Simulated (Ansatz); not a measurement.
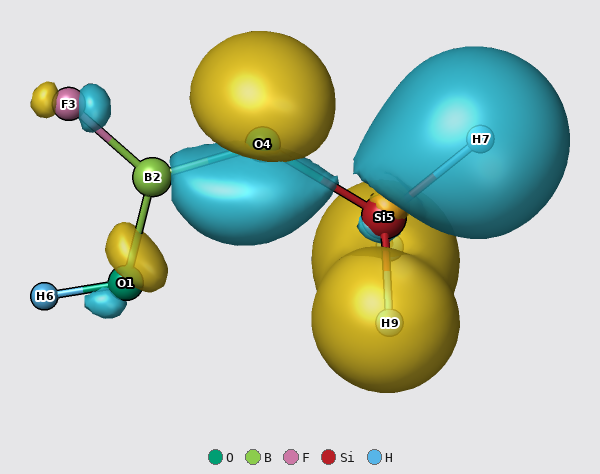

*BFH4O2Si (SMILES OB(F)O[SiH3]). The HOMO−1 at ±0.1 Å⁻³ᐟ² (yellow and cyan are the two phases), seen at a tilt.*

Level of theory: RKS r2SCANh-D4/def2-SVP (Ansatz).

Input file:

```
crystal:
  periodic: [false, false, false]
  atoms:
    - { symbol: O, position_ang: [-1.7326, 0.9504, 0.7474] }
    - { symbol: B, position_ang: [-0.489, 1.1759, 0.0847] }
    - { symbol: F, position_ang: [0.3846, 2.2047, 0.5464] }
    - { symbol: O, position_ang: [-0.0742, 0.4159, -1.1135] }
    - { symbol: Si, position_ang: [0.7026, -0.9892, -0.5647] }
    - { symbol: H, position_ang: [-1.6181, 0.3278, 1.4323] }
    - { symbol: H, position_ang: [1.9423, -0.5743, 0.1828] }
    - { symbol: H, position_ang: [1.1332, -1.7882, -1.7063] }
    - { symbol: H, position_ang: [-0.1603, -1.7692, 0.3738] }
basis:
  gaussian: { orbitals: def2-SVP }
hamiltonian:
  xc: r2scanh
  dispersion: d4
relax:
  f_tol: 0.015
  max_steps: 40
output:
  orbitals: {}
```

Launched as:

```sh
ansatz run input.yaml --threads 2 --pin off --max-ram 3072MiB --backend cpu --events-out ev --progress --plain --runs-dir out
```

The fields are those of the run's last geometry, not of the input's.

Q: Where does this orbital lie, and at what energy?

A: It lies mainly on O4 (about 30 %), Si5 (about 25 %), H7 (about 20 %), H8 (about 10 %) and H9 (about 10 %). Its energy is −8.76 eV.
